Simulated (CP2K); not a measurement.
# Two attempts at CH5SSi (SMILES C[SiH2][S])

Wanted: energy and gradient of CH5SSi, GFN1-xTB.

The calculation is run with CP2K 2026.2.

**1. The system as given**

CH5SSi: 8 atoms, total charge 0, spin state doublet. As SMILES, `C[SiH2][S]`. Geometry: relaxed at PBE0-D4/def2-TZVP.

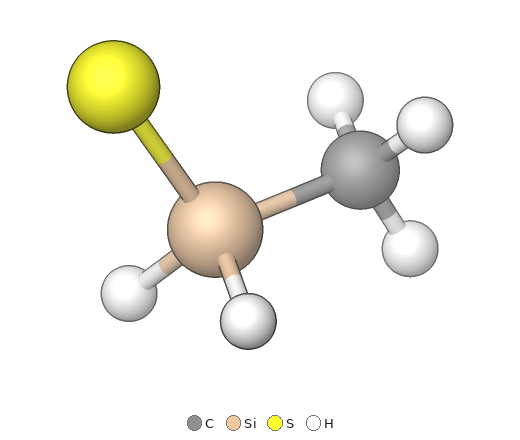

The structure, seen from a chosen angle (carbon grey, silicon light orange, sulfur yellow, hydrogen white).

**2. The input as first written**

molecule.inp reads:

```
&global
 project_name molecule
 RUNTYPE ENERGY_FORCE
 print_level MEDIUM
&end global
&force_eval
 method QS
 &dft
  multiplicity 2
  uks T
  &qs
   method XTB
   eps_default 1.0E-10
   &xtb
    gfn_type TBLITE
    &tblite
     method GFN1
    &end tblite
    check_atomic_charges F
   &end xtb
  &end qs
  # cluster boundary conditions
  &poisson
   periodic NONE
   poisson_solver ANALYTIC
  &end poisson
  &scf
   scf_guess ATOMIC
   eps_scf 1.0E-06
   max_scf 150
   added_mos 2
   &diagonalization
    algorithm STANDARD
   &end diagonalization
   &mixing
    method DIRECT_P_MIXING
    alpha 0.4
   &end mixing
   &smear ON
    method FERMI_DIRAC
    electronic_temperature [K] 300
   &end smear
  &end scf
  &print
   &moments
    periodic F
    reference COM
    max_moment 1
   &end moments
   &mo ON
    energies T
    occupation_numbers T
    ndigits 6
    &each
     qs_scf 0
    &end each
    add_last NUMERIC
   &end mo
   &hirshfeld OFF
   &end hirshfeld
  &end print
 &end dft
 # atoms, cell and kinds
 &subsys
  &cell
   abc 13.2 13.5 12.7
   periodic NONE
  &end cell
  &coord
   SCALED T
   C    0.43226515   0.56810741   0.46356299
   Si   0.51001515   0.45495926   0.48694094
   S    0.62081818   0.47164815   0.60704331
   H    0.37918182   0.55553704   0.39881496
   H    0.48053788   0.63101852   0.44361024
   H    0.38858333   0.58716667   0.53372835
   H    0.57296212   0.43024815   0.39295669
   H    0.44359848   0.36898148   0.51161811
  &end coord
 &end subsys
 &print
  &forces ON
  &end forces
 &end print
&end force_eval
```

The run is started by

```console
$ OMP_NUM_THREADS=1 cp2k.psmp -i molecule.inp > molecule.out 2>&1
```

Log:

```text
Possible matches for unknown keyword

 RUNTYPE

   keyword RUN_TYPE in section %__ROOT__%GLOBAL score:  109
   enum RTP in section %__ROOT__%GLOBAL for keyword RUN_TYPE score:  106
   enum AUTO in section %__ROOT__%GLOBAL for keyword ELPA_KERNEL score:  105
   enum NONE in section %__ROOT__%GLOBAL for keyword RUN_TYPE score:  105
   enum PINT in section %__ROOT__%GLOBAL for keyword RUN_TYPE score:  105

 *******************************************************************************
 *   ___                                                                       *
 *  /   \                                                                      *
 * [ABORT]                                                                     *
 *  \___/           found an unknown keyword RUNTYPE in section GLOBAL         *
 *    |                                                                        *
 *  O/|                                                                        *
 * /| |                                                                        *
 * / \                                               input/input_parsing.F:253 *
 *******************************************************************************

 ===== Routine Calling Stack =====

            3 section_vals_parse
            2 section_vals_parse
            1 read_input

Program received signal SIGABRT: Process abort signal.

Backtrace for this error:
#0  0x5119bf66f957 in ???
#1  0x5119dff24cac in __pthread_kill_implementation
#2  0x5119dfecbfb7 in raise
#3  0x5119dfeb5d37 in abort
#4  0x5119bfd42d83 in ???
#5  0x5119bfd44297 in ???
#6  0x5119bfeb42b7 in ???
#7  0x5119bfeb38f7 in ???
#8  0x5119bf789807 in ???
#9  0x5119bfff4e8b in ???
#10  0x5119bfff9d0b in ???
#11  0x5119bf710db3 in ???
#12  0x5119bf70ef13 in ???
#13  0x5119dfeb6573 in __libc_start_call_main
#14  0x5119dfeb6657 in __libc_start_main_impl
#15  0x5119bf70f06f in ???
#16  0xffffffffffffffff in ???
```

Run time: 0.24 s. Hardware: 1 thread of Arm Neoverse V2, shared host.

**3. Diagnosis**

The input was rejected.

The telling line is `Possible matches for unknown keyword`. The fault: the input text is malformed or holds a word that the program doesn't know.

**4. The mended input**

job.inp reads:

```
&GLOBAL
    PROJECT_NAME job
    RUN_TYPE ENERGY_FORCE
    PRINT_LEVEL MEDIUM
&END

&FORCE_EVAL
    METHOD QS
    &DFT
        CHARGE 0
        MULTIPLICITY 2
        UKS T
        &QS
            METHOD XTB
            EPS_DEFAULT 1.0E-10
            &XTB
                GFN_TYPE TBLITE
                &TBLITE
                    METHOD GFN1
                &END
                CHECK_ATOMIC_CHARGES F
            &END
        &END
        &POISSON
            PERIODIC NONE
            POISSON_SOLVER ANALYTIC
        &END
        &SCF
            SCF_GUESS ATOMIC
            EPS_SCF 1.0E-06
            MAX_SCF 150
            ADDED_MOS 2
            &DIAGONALIZATION
                ALGORITHM STANDARD
            &END
            &MIXING
                METHOD DIRECT_P_MIXING
                ALPHA 0.4
            &END
            &SMEAR ON
                METHOD FERMI_DIRAC
                ELECTRONIC_TEMPERATURE [K] 300
            &END
        &END
        ! extra output
        &PRINT
            &MOMENTS
                PERIODIC F
                REFERENCE COM
                MAX_MOMENT 1
            &END
            &MO ON
                ENERGIES T
                OCCUPATION_NUMBERS T
                NDIGITS 6
                &EACH
                    QS_SCF 0
                &END
                ADD_LAST NUMERIC
            &END
            &HIRSHFELD OFF
            &END
        &END
    &END
    ! atoms, cell and kinds
    &SUBSYS
        &CELL
            ABC [angstrom] 13.2 13.5 12.7
            PERIODIC NONE
        &END
        &COORD
            SCALED T
            C    0.43226515   0.56810741   0.46356299
            Si   0.51001515   0.45495926   0.48694094
            S    0.62081818   0.47164815   0.60704331
            H    0.37918182   0.55553704   0.39881496
            H    0.48053788   0.63101852   0.44361024
            H    0.38858333   0.58716667   0.53372835
            H    0.57296212   0.43024815   0.39295669
            H    0.44359848   0.36898148   0.51161811
        &END
    &END
    ! extra output
    &PRINT
        &FORCES ON
        &END
    &END
&END
```

The run is started by

```console
$ OMP_NUM_THREADS=1 cp2k.psmp -i job.inp > job.out 2>&1
```

Log:

```text
CP2K| version string:                                       CP2K version 2026.2
[...]
 GLOBAL| Method name                                                        CP2K
[...]
 GLOBAL| Run type                                                   ENERGY_FORCE
[...]
                             - Atoms:                                          8
[...]
                             - Spherical basis functions:                     32
[...]
 Number of electrons:                                                         10
[...]
  *** SCF run converged in    18 steps ***
[...]
  Fermi energy:                                                -0.41447949041672
[...]
 TB_DIPOLE| Moment [Debye]         -0.84885821       0.56506304      -0.60541327
 TB_DIPOLE| Derivative [a.u.]       0.00000000       0.00000000       0.00000000
[...]
 ENERGY| Total FORCE_EVAL ( QS ) energy [hartree]            -10.350031711705203
 FORCES| Atomic forces [hartree/bohr]
 FORCES|   Atom     x               y               z               |f|
 FORCES|      1 -2.46932448E-03  1.92601096E-03 -1.58739674E-03   3.51096995E-03
 FORCES|      2  3.07651949E-02 -2.28434737E-02  1.74993681E-02   4.21254008E-02
 FORCES|      3 -1.86103346E-02 -1.64463569E-03 -1.76271636E-02   2.56859160E-02
 FORCES|      4 -1.69556527E-03  3.75852108E-03 -2.05433743E-04   4.12839258E-03
 FORCES|      5 -2.64702962E-03  4.32487502E-03 -8.60768507E-04   5.14317336E-03
 FORCES|      6 -2.28890166E-03  3.76664369E-03 -4.19427595E-04   4.42748180E-03
 FORCES|      7 -8.48970340E-03  2.26279925E-03  6.89529791E-03   1.11687268E-02
 FORCES|      8  5.43566418E-03  8.44925937E-03 -3.69447577E-03   1.07044654E-02
 FORCES| Sum     8.32667268E-17 -1.57859836E-16  3.72965547E-17
 FORCES| Total atomic force                                       1.82329670E-16
[...]
```

Run time: 0.24 s. Hardware: 1 thread of Arm Neoverse V2, shared host.

**5. Results**

Level: GFN1-xTB.

| quantity | value |
| --- | --- |
| total energy | -10.35003 Eh |
| dipole moment (from atomic charges alone) | 1.19 D |
| HOMO energy (highest over α and β) | -11.30 eV |
| LUMO energy (lowest over α and β) | -11.25 eV |
| largest force on an atom | 2.166 eV/Å |

What this shows: The largest force is 2.17 eV/Å: the shape isn't a stationary point for this species at this level.
